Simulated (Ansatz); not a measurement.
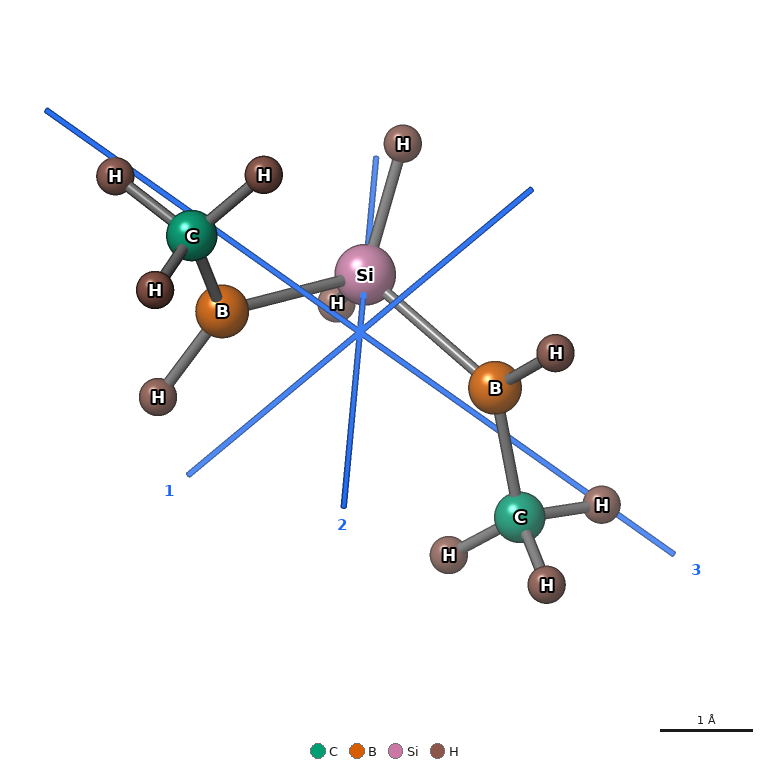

The three principal axes of inertia are drawn and numbered. Atoms fade into the background with distance from the viewer. The computed structure is the end point of a PBE0-D4/def2-TZVP optimisation. No frequency run is at hand to confirm it as a minimum. Masses are those of the most abundant isotopes; constants are for the rigid equilibrium geometry.

> Which line is the a axis (least moment of inertia), which b and which c?

a is line 3, b is line 2, c is line 1; the moments are 79.6, 292, 326 u Å².

> Classify the rotor and give the rotational constants (MHz).

An asymmetric top (C2): A = 6349, B = 1734, C = 1551 MHz. Ray's parameter κ is −0.92, close to the prolate limit.
